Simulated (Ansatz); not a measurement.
# What LiZnI3 (model cell, started as cubic perovskite with Zn in the octahedra) distorts into, part 2 of 3

Aim: this structure of LiZnI3 (model cell, started as cubic perovskite with Zn in the octahedra) is to be tested for unstable modes, and one is followed downhill.

Ansatz 0.2.0; DFT PBEsol, scalar-relativistic, plane waves, PAW; PAW set soft_1.

So far, highest frequency on the path or at a solved wavevector (cm⁻¹): step 2 (the dispersion) 144. Also lowest frequency on the path (cm⁻¹): step 2 -171.

The structure was built from a prototype and need not be the compound's stable phase.

### Step 6. Relaxation from the frozen mode

Starting from the lowest point found, all atoms and the cell are let go, so that strain and other modes of the same symmetry can join in.

File input.yaml:

```yaml
crystal:
  lattice:
    - [5.5671905569, 0.0, 0.0]
    - [0.0, 5.5671905569, 0.0]
    - [0.0, 0.0, 5.5671905569]
  atoms:
    - { symbol: Li, position: [0.0622235144, -0.0622235144, -0.0622235144] }
    - { symbol: Zn, position: [0.5006302282, 0.4993697718, 0.4993697718] }
    - { symbol: I, position: [0.4980832131, 0.5019167869, -0.000106081] }
    - { symbol: I, position: [0.4980832131, -0.000106081, 0.5019167869] }
    - { symbol: I, position: [0.000106081, 0.5019167869, 0.5019167869] }
kpoints:
  mp_grid: { grid: [6, 6, 6] }
hamiltonian:
  xc: pbesol
  pseudopotentials: { kind: paw, azcp: { folder: soft_1 }, xc_functional: pbe }
scf:
  occupations: { method: methfessel_paxton, width: 0.2 }
output:
  forces: true
  stress: true
  eigenvalues: true
relax:
  adjacent_minimum: "off"
  f_tol: 0.002
  max_steps: 120
  cell: { stress_tol: 0.03 }
```

On the command line:

```console
$ ansatz run input.yaml --threads 4 --pin off --max-ram 16384MiB --backend cpu --events-out ev --progress --plain --runs-dir out
```

Numbers of over 12 decimals in the logs are rounded to 6 here.

Output:

```text
[...]
Crystal: 5 atoms, lattice volume = 172.547 Å³
Basis set: ecut = 420 eV, 3407 PW (Γ), exchange–correlation on 80×80×80 points (8 copies of the dense FFT grid, shifted against one another)
Bands: 40, of which v1, the nominal top of the filled ones, is band 33 counted from 1 (32 counted from 0)
Symmetry: 6 space group operations
[...]
k-points: 32 of 216 (time reversal used)
[...]
SCF iter   1: F=—  HF=-25784.466579 eV  |F-HF|=—  |Δ(HF+E_count)|=         —  Δρ=5.37e-2  dr2=3.34e0  ethr=3.10e-3  ⟨swp⟩=8.7  Hψ=6121  notcnv=0
[...]
SCF iter  11: F=-25783.447698 eV  HF=-25783.447698 eV  |F-HF|=9.89e-9  |Δ(HF+E_count)|=   1.19e-7  S|Δr|=    0.00e0  Δρ=2.91e-6  dr2=1.76e-8  ethr=1.52e-10  ⟨swp⟩=6.0  Hψ=4805  notcnv=0
SCF 1 converged in 11 iterations: F = -25783.447698 eV  dr2 = 1.76e-8
[...]
relax step   1: F+E_penalty+E_count = -25783.44769802 eV  Δ(F+E_penalty+E_count) = +0.000e0 eV  max|allowed force component| = 2.274e-1 eV/Å  Δτ_max = 0.0000 Å  P = +0.065 GPa  Ω = 172.547 Å³  (11 SCF iters, dr2 threshold 1.00e-7 eV, accepted)
Crystal: 5 atoms, lattice volume = 173.998 Å³
[...]
SCF iter   7: F=-25783.574288 eV  HF=-25783.574288 eV  |F-HF|=4.51e-7  |Δ(HF+E_count)|=   4.35e-6  S|Δr|=    0.00e0  Δρ=6.05e-6  dr2=1.15e-7  ethr=7.58e-10  ⟨swp⟩=9.9  Hψ=6282  notcnv=0
SCF 2 converged in 7 iterations: F = -25783.574288 eV  dr2 = 1.15e-7
relax step   2: F+E_penalty+E_count = -25783.57428829 eV  Δ(F+E_penalty+E_count) = -1.266e-1 eV  max|allowed force component| = 2.829e-1 eV/Å  Δτ_max = 0.1949 Å  P = -0.032 GPa  Ω = 173.998 Å³  energy of the carried Pulay correction = -2.424e-4 eV  (7 SCF iters, dr2 threshold 5.00e-7 eV, accepted)
Crystal: 5 atoms, lattice volume = 175.293 Å³
Basis set: ecut = 420 eV, 3413 PW (Γ), exchange–correlation on 80×80×80 points (8 copies of the dense FFT grid, shifted against one another)
[...]
SCF iter   7: F=-25783.705290 eV  HF=-25783.705289 eV  |F-HF|=4.14e-7  |Δ(HF+E_count)|=   3.47e-6  S|Δr|=    0.00e0  Δρ=6.50e-6  dr2=1.09e-7  ethr=7.58e-10  ⟨swp⟩=10.2  Hψ=6203  notcnv=0
SCF 3 converged in 7 iterations: F = -25783.705290 eV  dr2 = 1.09e-7
relax step   3: F+E_penalty+E_count = -25783.70528973 eV  Δ(F+E_penalty+E_count) = -1.310e-1 eV  max|allowed force component| = 2.750e-1 eV/Å  Δτ_max = 0.1969 Å  P = -0.018 GPa  Ω = 175.293 Å³  energy of the carried Pulay correction = -4.559e-4 eV  (7 SCF iters, dr2 threshold 5.00e-7 eV, accepted)
[... from here on, the SCF cycles and remarks between the steps are left out ...]
relax step   4: F+E_penalty+E_count = -25783.83315819 eV  Δ(F+E_penalty+E_count) = -1.279e-1 eV  max|allowed force component| = 1.692e-1 eV/Å  Δτ_max = 0.1945 Å  P = +0.373 GPa  Ω = 175.441 Å³  energy of the carried Pulay correction = -4.801e-4 eV  (7 SCF iters, dr2 threshold 5.00e-7 eV, accepted)
relax step   5: F+E_penalty+E_count = -25783.90562280 eV  Δ(F+E_penalty+E_count) = -7.246e-2 eV  max|allowed force component| = 1.160e-1 eV/Å  Δτ_max = 0.1950 Å  P = +0.158 GPa  Ω = 182.609 Å³  energy of the carried Pulay correction = -1.615e-3 eV  (7 SCF iters, dr2 threshold 5.00e-7 eV, accepted)
relax step   6: F+E_penalty+E_count = -25783.74386718 eV  Δ(F+E_penalty+E_count) = +1.618e-1 eV  max|allowed force component| = 9.756e-1 eV/Å  Δτ_max = 0.1935 Å  P = +2.268 GPa  Ω = 189.241 Å³  energy of the carried Pulay correction = -2.600e-3 eV  (8 SCF iters, dr2 threshold 5.00e-7 eV, rejected (line search))
relax step   7: F+E_penalty+E_count = -25783.93015829 eV  Δ(F+E_penalty+E_count) = -2.454e-2 eV  max|allowed force component| = 9.784e-2 eV/Å  Δτ_max = 0.0963 Å  P = +0.064 GPa  Ω = 187.076 Å³  energy of the carried Pulay correction = -2.285e-3 eV  (11 SCF iters, accepted)
relax step   8: F+E_penalty+E_count = -25783.95450446 eV  Δ(F+E_penalty+E_count) = -2.435e-2 eV  max|allowed force component| = 8.957e-2 eV/Å  Δτ_max = 0.0976 Å  P = +0.254 GPa  Ω = 189.592 Å³  energy of the carried Pulay correction = -2.651e-3 eV  (7 SCF iters, dr2 threshold 5.00e-7 eV, accepted)
relax step   9: F+E_penalty+E_count = -25783.99287483 eV  Δ(F+E_penalty+E_count) = -3.837e-2 eV  max|allowed force component| = 7.749e-2 eV/Å  Δτ_max = 0.1472 Å  P = +0.497 GPa  Ω = 193.917 Å³  energy of the carried Pulay correction = -3.261e-3 eV  (7 SCF iters, dr2 threshold 5.00e-7 eV, accepted)
relax step  10: F+E_penalty+E_count = -25784.04036257 eV  Δ(F+E_penalty+E_count) = -4.749e-2 eV  max|allowed force component| = 5.131e-2 eV/Å  Δτ_max = 0.1969 Å  P = +0.587 GPa  Ω = 200.643 Å³  energy of the carried Pulay correction = -4.167e-3 eV  (7 SCF iters, dr2 threshold 5.00e-7 eV, accepted)
relax step  11: F+E_penalty+E_count = -25784.05195083 eV  Δ(F+E_penalty+E_count) = -1.159e-2 eV  max|allowed force component| = 8.827e-2 eV/Å  Δτ_max = 0.1932 Å  P = -0.214 GPa  Ω = 211.224 Å³  energy of the carried Pulay correction = -5.493e-3 eV  (7 SCF iters, dr2 threshold 5.00e-7 eV, accepted)
relax step  12: F+E_penalty+E_count = -25784.01446498 eV  Δ(F+E_penalty+E_count) = +3.749e-2 eV  max|allowed force component| = 4.468e-1 eV/Å  Δτ_max = 0.1964 Å  P = +0.483 GPa  Ω = 222.490 Å³  energy of the carried Pulay correction = -6.789e-3 eV  (7 SCF iters, dr2 threshold 5.00e-7 eV, rejected (line search))
relax step  13: F+E_penalty+E_count = -25784.06941378 eV  Δ(F+E_penalty+E_count) = -1.746e-2 eV  max|allowed force component| = 4.441e-2 eV/Å  Δτ_max = 0.0679 Å  P = -0.046 GPa  Ω = 212.054 Å³  energy of the carried Pulay correction = -5.593e-3 eV  (11 SCF iters, accepted)
relax step  14: F+E_penalty+E_count = -25784.07203108 eV  Δ(F+E_penalty+E_count) = -2.617e-3 eV  max|allowed force component| = 4.295e-2 eV/Å  Δτ_max = 0.0572 Å  P = +0.041 GPa  Ω = 215.813 Å³  energy of the carried Pulay correction = -6.035e-3 eV  (7 SCF iters, dr2 threshold 1.23e-7 eV, accepted)
relax step  15: F+E_penalty+E_count = -25784.07284712 eV  Δ(F+E_penalty+E_count) = -8.160e-4 eV  max|allowed force component| = 1.092e-2 eV/Å  Δτ_max = 0.0377 Å  P = -0.028 GPa  Ω = 215.168 Å³  energy of the carried Pulay correction = -5.960e-3 eV  (7 SCF iters, dr2 threshold 1.15e-7 eV, accepted)
relax step  16: F+E_penalty+E_count = -25784.07312894 eV  Δ(F+E_penalty+E_count) = -2.818e-4 eV  max|allowed force component| = 2.408e-3 eV/Å  Δτ_max = 0.0149 Å  P = +0.009 GPa  Ω = 214.989 Å³  energy of the carried Pulay correction = -5.939e-3 eV  (7 SCF iters, dr2 threshold 7.45e-9 eV, accepted)
relax step  17: F+E_penalty+E_count = -25784.07312257 eV  Δ(F+E_penalty+E_count) = +6.372e-6 eV  max|allowed force component| = 5.447e-4 eV/Å  Δτ_max = 0.0009 Å  P = -0.002 GPa  Ω = 215.126 Å³  energy of the carried Pulay correction = -5.955e-3 eV  (7 SCF iters, dr2 threshold 3.63e-10 eV, accepted)
relax step  18: F+E_penalty+E_count = -25784.08217246 eV  Δ(F+E_penalty+E_count) = -9.050e-3 eV  max|allowed force component| = 5.816e-4 eV/Å  Δτ_max = 0.0000 Å  P = +0.065 GPa  Ω = 215.126 Å³  stress off target by 1.67e-1 GPa  SCF on the basis re-selected at this cell (its energy is not comparable with the rows above)  (10 SCF iters)
relax step  19: F+E_penalty+E_count = -25784.08420565 eV  Δ(F+E_penalty+E_count) = -2.033e-3 eV  max|allowed force component| = 1.932e-2 eV/Å  Δτ_max = 0.0179 Å  P = +0.000 GPa  Ω = 218.934 Å³  energy of the carried Pulay correction = -4.536e-4 eV  (7 SCF iters, dr2 threshold 7.00e-8 eV, accepted)
relax step  20: F+E_penalty+E_count = -25784.08446616 eV  Δ(F+E_penalty+E_count) = -2.605e-4 eV  max|allowed force component| = 2.003e-3 eV/Å  Δτ_max = 0.0084 Å  P = +0.007 GPa  Ω = 220.735 Å³  energy of the carried Pulay correction = -6.646e-4 eV  (7 SCF iters, dr2 threshold 2.33e-8 eV, accepted)
relax step  21: F+E_penalty+E_count = -25784.08442924 eV  Δ(F+E_penalty+E_count) = +3.692e-5 eV  max|allowed force component| = 2.305e-4 eV/Å  Δτ_max = 0.0056 Å  P = +0.000 GPa  Ω = 221.521 Å³  energy of the carried Pulay correction = -7.555e-4 eV  (8 SCF iters, dr2 threshold 2.51e-10 eV, accepted)
[...]
SCF iter   9: F=-25784.085139 eV  HF=-25784.085139 eV  |F-HF|=5.09e-11  |Δ(HF+E_count)|=  1.89e-10  S|Δr|=    0.00e0  Δρ=5.33e-8  dr2=1.14e-11  ethr=1.00e-12  ⟨swp⟩=9.7  Hψ=7245  notcnv=0
SCF 22 converged in 9 iterations: F = -25784.085139 eV  dr2 = 1.14e-11
relax step  22: F+E_penalty+E_count = -25784.08513851 eV  Δ(F+E_penalty+E_count) = -7.093e-4 eV  max|allowed force component| = 2.454e-4 eV/Å  Δτ_max = 0.0000 Å  P = -0.002 GPa  Ω = 221.521 Å³  stress off target by 2.21e-3 GPa  SCF on the basis re-selected at this cell (its energy is not comparable with the rows above)  (9 SCF iters)
[...]
SCF converged after 9 iterations
[...]
Free energy (F): -25784.085139 eV
[...]
Internal energy: -25784.085139 eV  (E = F + TS)
E sigma→0 (E₀):  -25784.085139 eV
Fermi energy:    2.576163 eV
[...]
--- Forces (eV/Å), atoms counted from 1 ---
  atom   1  Li     0.00024566    -0.00024566    -0.00024566
  atom   2  Zn    -0.00013876     0.00013876     0.00013876
  atom   3  I     -0.00005113     0.00005113     0.00000347
  atom   4  I     -0.00005113     0.00000347     0.00005113
  atom   5  I     -0.00000347     0.00005113     0.00005113
  max |Σ_I F_I| component: 1.16e-6 eV/Å
--- Stress (GPa, compression-positive) ---
       -0.001590       0.000309       0.000309
        0.000309      -0.001590      -0.000309
        0.000309      -0.000309      -0.001590
  P = ⅓ Tr σ = -0.0016 GPa (-0.016 kbar)
--- Band table (eV; the first three rows and the last of 32) ---
  k-point 0: bands = [... 29 lower, 1.0189, 1.4162, 1.4399, 1.4399, 3.3324, 5.1999, 5.7625, 7.1087, ... 3 higher]
  k-point 1: bands = [... 29 lower, 0.9005, 1.2573, 1.2579, 1.4501, 3.7284, 5.4154, 5.9536, 7.1744, ... 3 higher]
  k-point 2: bands = [... 29 lower, 0.6089, 0.9525, 1.1094, 1.4369, 4.4908, 5.8728, 6.3345, 7.3037, ... 3 higher]
  k-point 31: bands = [... 29 lower, 1.0857, 1.4502, 1.4502, 1.8115, 4.6126, 5.8360, 7.2850, 7.2850, ... 3 higher]
--- Relaxed structure (20 steps of the walk, 18 accepted, 2 SCFs on fresh bases) ---
  F+E_penalty+E_count = -25784.08513851 eV   max|allowed force component| = 2.454e-4 eV/Å   (the final SCF, on the basis selected at the relaxed cell)
  cell:  # Å, volume = 221.5209 Å³
    - [6.059341, -0.231768, -0.231768]
    - [-0.231768, 6.059341, 0.231768]
    - [-0.231768, 0.231768, 6.059341]
  atoms:
    - { symbol: Li, position: [0.141409, -0.141409, -0.141409] }
    - { symbol: Zn, position: [0.575920, 0.424080, 0.424080] }
    - { symbol: I, position: [0.440152, 0.559848, 0.038506] }
    - { symbol: I, position: [0.440152, 0.038506, 0.559848] }
    - { symbol: I, position: [-0.038506, 0.559848, 0.559848] }
```

Wall time 2.6 min (4 threads of Arm Neoverse V1, shared host); peak memory 0.67 GiB.

The steps of the relaxation:

```csv
step,energy less that of the first step (eV),largest force component (eV/Å),pressure (GPa),volume (Å³)
1,0.0000,0.2274,0.06,172.55
2,-0.1266,0.2829,-0.03,174.00
3,-0.2576,0.2750,-0.02,175.29
4,-0.3855,0.1692,0.37,175.44
5,-0.4579,0.1160,0.16,182.61
6,-0.2962,0.9756,2.27,189.24
7,-0.4825,0.0978,0.06,187.08
8,-0.5068,0.0896,0.25,189.59
9,-0.5452,0.0775,0.50,193.92
10,-0.5927,0.0513,0.59,200.64
11,-0.6043,0.0883,-0.21,211.22
12,-0.5668,0.4468,0.48,222.49
13,-0.6217,0.0444,-0.05,212.05
14,-0.6243,0.0429,0.04,215.81
15,-0.6251,0.0109,-0.03,215.17
16,-0.6254,0.0024,0.01,214.99
17,-0.6254,0.0005,0.00,215.13
18*,-0.6345,0.0006,0.06,215.13
19,-0.6365,0.0193,0.00,218.93
20,-0.6368,0.0020,0.01,220.74
21,-0.6367,0.0002,0.00,221.52
22*,-0.6374,0.0002,0.00,221.52
```

Relaxation steps marked * repeat the geometry before them on a plane-wave basis chosen anew for their cell, so energy and pressure can jump there. Relaxation steps 6, 12 were tried and not accepted.

Forces are held to the 6 operations that the run works with; a distortion that breaks them can't arise in this run.

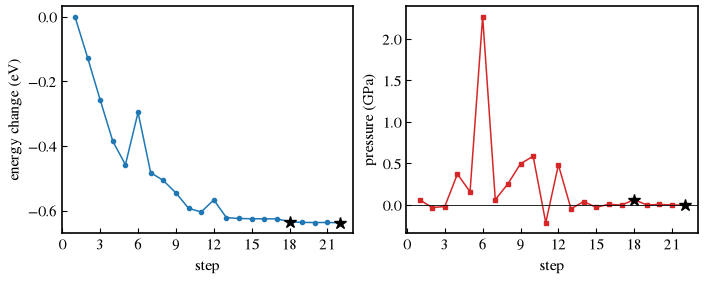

Energy and pressure along the relaxation. Stars mark steps on a basis chosen anew.

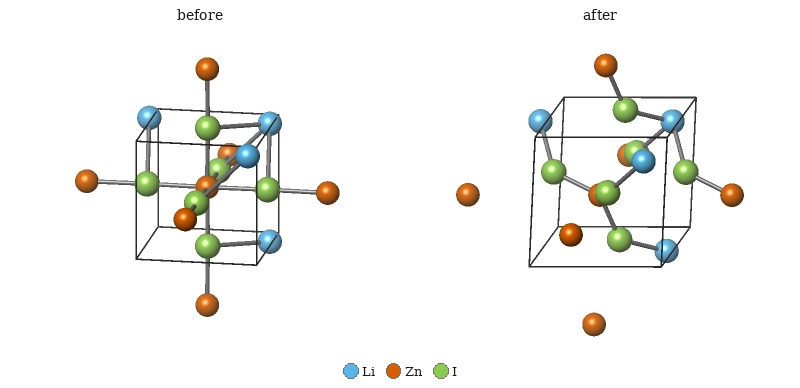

Before and after, at one scale. Bonds to atoms that aren't drawn are left out.

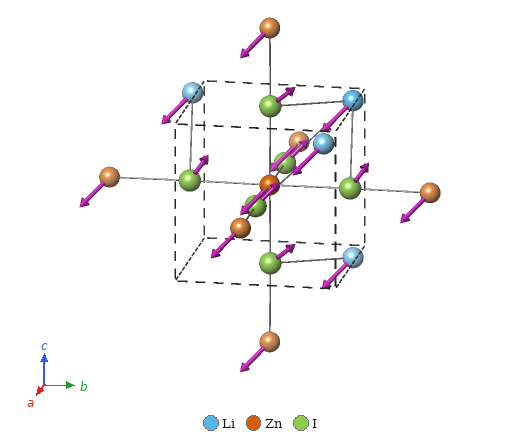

Displacements in the relaxation, exaggerated, measured against the changing cell; the longest in the cell stands for 0.89 Å. Some periodic images of atoms are drawn too.

```csv
cell as run,before,after,change
a (Å),5.567,6.068,+9.0 %
b (Å),5.567,6.068,+9.0 %
c (Å),5.567,6.068,+9.0 %
α (°),90.00,85.54,-5.0 %
β (°),90.00,94.46,+5.0 %
γ (°),90.00,94.46,+5.0 %
volume (Å³/atom),34.51,44.30,+28.4 %
```

The atoms that moved most (Å, as changes of fractional coordinates times the final cell):

```csv
atom,dx,dy,dz,length
Li1,0.517,-0.517,-0.517,0.895
Zn2,0.491,-0.491,-0.491,0.851
I4,-0.373,0.261,0.373,0.589
I3,-0.373,0.373,0.261,0.589
I5,-0.261,0.373,0.373,0.589
```

Final coordinates:

```xyz
5
Lattice="6.0593 -0.2318 -0.2318 -0.2318 6.0593 0.2318 -0.2318 0.2318 6.0593" Properties=species:S:1:pos:R:3 pbc="T T T"
Li    0.9224   -0.9224   -0.9224
Zn    3.2931    2.5345    2.5345
I     2.5284    3.2992    0.2611
I     2.5284    0.2611    3.2992
I    -0.4928    3.5310    3.5310
```

Numbers from this step:

- pressure: -0.001590 GPa
- volume per atom: 44.30 Å³
- gap on the k-mesh: 1.521 eV

The distorted start has space group R3m; the relaxation ends in R3m.

### Step 7. The new phase in its own primitive cell

The relaxed structure is symmetrised, reduced to its primitive cell and relaxed tightly, as its phonons need.

input.yaml, the sections that differ from step 6:

```yaml
crystal:
  lattice:
    - [4.1207165379, 2.3790968024, 3.7659845742]
    - [-4.1207165379, 2.3790968024, 3.7659845742]
    - [0.0, -4.7581936049, 3.7659845742]
  atoms:
    - { symbol: Li, position: [0.1414086568, 0.1414086568, 0.1414086568] }
    - { symbol: Zn, position: [0.5759195792, 0.5759195792, 0.5759195792] }
    - { symbol: I, position: [0.4401518134, 0.9614943869, 0.4401518134] }
    - { symbol: I, position: [0.9614943869, 0.4401518134, 0.4401518134] }
    - { symbol: I, position: [0.4401518134, 0.4401518134, 0.9614943869] }
scf:
  occupations: { method: fixed }
relax:
  adjacent_minimum: "off"
  f_tol: 0.001
  max_steps: 60
  cell: { stress_tol: 0.01 }
# kpoints, hamiltonian, output: as in step 6
```

Output:

```text
[...]
Crystal: 5 atoms, lattice volume = 221.521 Å³
Basis set: ecut = 420 eV, 4303 PW (Γ), exchange–correlation on 90×90×90 points (8 copies of the dense FFT grid, shifted against one another)
Bands: 40, of which v1, the nominal top of the filled ones, is band 33 counted from 1 (32 counted from 0)
Symmetry: 6 space group operations
[...]
k-points: 32 of 216 (time reversal used)
[...]
cell:  # Å, volume = 221.5209 Å³
    - [4.120717, 2.379097, 3.765985]
    - [-4.120717, 2.379097, 3.765985]
    - [0.0, -4.758194, 3.765985]
  atoms:
    - { symbol: Li, position: [0.141409, 0.141409, 0.141409] }
    - { symbol: Zn, position: [0.575920, 0.575920, 0.575920] }
    - { symbol: I, position: [0.440152, 0.961494, 0.4401518134] }
    - { symbol: I, position: [0.961494, 0.440152, 0.4401518134] }
    - { symbol: I, position: [0.440152, 0.440152, 0.961494] }
[key lines of the parts left out:]
SCF converged after 8 iterations
Free energy (F): -25784.085139 eV
Fermi energy:    1.811511 eV
P = ⅓ Tr σ = -0.0016 GPa (-0.016 kbar)
```

Run time: 19 s. Hardware: 4 threads; peak memory 0.65 GiB; 75 s of CPU time.

Little changed from the start: no atom moved by 0.005 Å and no cell edge by 0.1 %.

Numbers from this step:

- pressure: -0.001589 GPa
- direct gap on mesh: 1.893 eV

The largest force component left is 0.42 meV/Å and the pressure is -0.002 GPa, within the tolerances set. The cell now holds 44.30 Å³/atom.

[end of part 2 of 3]

[Logs are printed without paths, hosts, clocks, repeated set-up lines and the standing remarks that a program may print on its own settings, such as how far it seeks lower states.]

[Hosts, paths, dates, database ids (printed as entryN), source tags and the programs' standing remarks are cut or masked in the printed files.]
